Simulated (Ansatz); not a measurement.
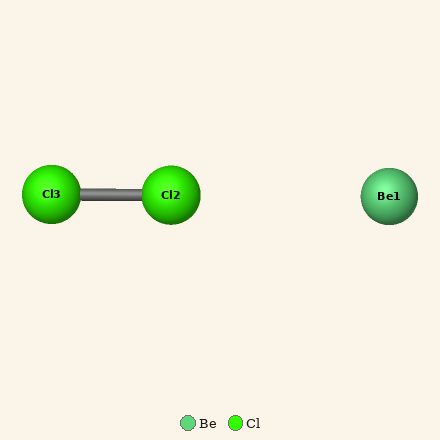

The system is Be + Cl₂; the picture shows the reference structure. First axis: distance Be1–Cl2. Second axis: distance Cl2–Cl3. Nothing is relaxed (the angle Be1–Cl2–Cl3 is fixed at 180 degrees). The scan uses a 17 × 17 grid. All energies are given in eV relative to Be far from the relaxed ClCl (each part in its own basis). The reference is spin-restricted, so regions where a bond is pulled apart into radicals lie too high. Method: RHF/def2-TZVPD in Ansatz.

Its coordinates:

```xyz
3

Be   -3.5840    0.0000    0.0000
Cl    0.0000    0.0000    0.0000
Cl    1.9620    0.0000    0.0000
```

Range: distance Be1–Cl2 from 1.584 to 3.584 Å; distance Cl2–Cl3 from 1.632 to 3.632 Å.

**Predict the map.**

The lowest grid point is at distance Be1–Cl2 = 3.584 Å, distance Cl2–Cl3 = 1.962 Å, 0.030 eV from Be far from the relaxed ClCl (each part in its own basis). It lies in a valley that leaves the map towards separated partners. A higher local minimum lies near distance Be1–Cl2 = 1.718 Å, distance Cl2–Cl3 = 2.861 Å (0.25 eV above the lowest at that grid point). The highest grid point, distance Be1–Cl2 = 1.584 Å, distance Cl2–Cl3 = 1.632 Å, lies 7.08 eV above the lowest. On the interpolated surface the lowest path from the side where the first distance is long, distance Be1–Cl2 = 3.584 Å, distance Cl2–Cl3 = 1.962 Å, to the well on the other side, about distance Be1–Cl2 = 1.76 Å, distance Cl2–Cl3 = 2.82 Å, has its top at about distance Be1–Cl2 = 2.12 Å, distance Cl2–Cl3 = 2.23 Å, about 0.53 eV above the start and 0.29 eV above the end.

| distance Cl2–Cl3 ↓, distance Be1–Cl2 → | 1.584 | 1.718 | 1.914 | 2.143 | 2.396 | 2.670 | 2.960 | 3.265 | 3.584 |
| --- | --- | --- | --- | --- | --- | --- | --- | --- | --- |
| 3.632 | 0.91 | 0.58 | 0.90 | 1.73 | 2.67 | 3.49 | 4.11 | 4.54 | 4.82 |
| 3.313 | 0.75 | 0.42 | 0.72 | 1.50 | 2.36 | 3.10 | 3.64 | 4.00 | 4.23 |
| 3.008 | 0.66 | 0.30 | 0.55 | 1.23 | 1.97 | 2.58 | 3.01 | 3.29 | 3.46 |
| 2.718 | 0.71 | 0.30 | 0.43 | 0.94 | 1.49 | 1.92 | 2.21 | 2.39 | 2.49 |
| 2.444 | 1.09 | 0.54 | 0.44 | 0.68 | 0.96 | 1.16 | 1.29 | 1.36 | 1.39 |
| 2.191 | 1.94 | 1.15 | 0.69 | 0.56 | 0.51 | 0.48 | 0.46 | 0.44 | 0.43 |
| 1.962 | 3.28 | 2.17 | 1.32 | 0.81 | 0.49 | 0.28 | 0.14 | 0.07 | 0.03 |
| 1.766 | 5.06 | 3.76 | 2.66 | 1.93 | 1.44 | 1.13 | 0.94 | 0.83 | 0.78 |
| 1.632 | 7.11 | 5.81 | 4.64 | 3.85 | 3.31 | 2.95 | 2.74 | 2.63 | 2.57 |

The table holds every second grid line.

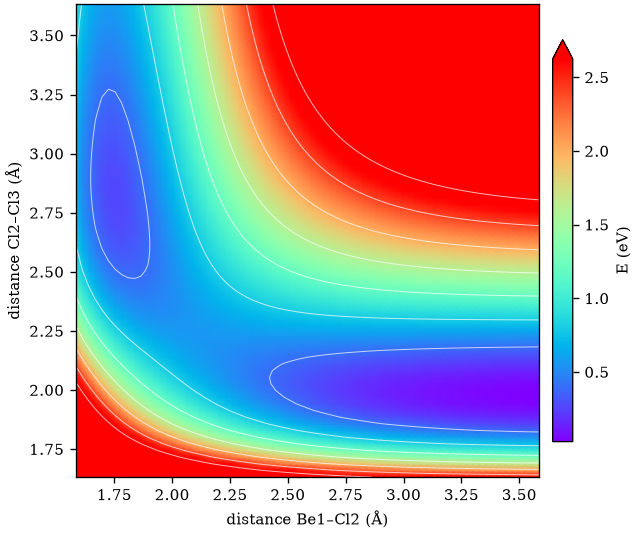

Drawn: a smooth colour map with a few white contour lines, one colour for all values above the top of the scale. Between grid points the surface is interpolated.

The whole map (289 points run) took 9.5 min on 1 thread of Arm Neoverse V2, on a shared host.
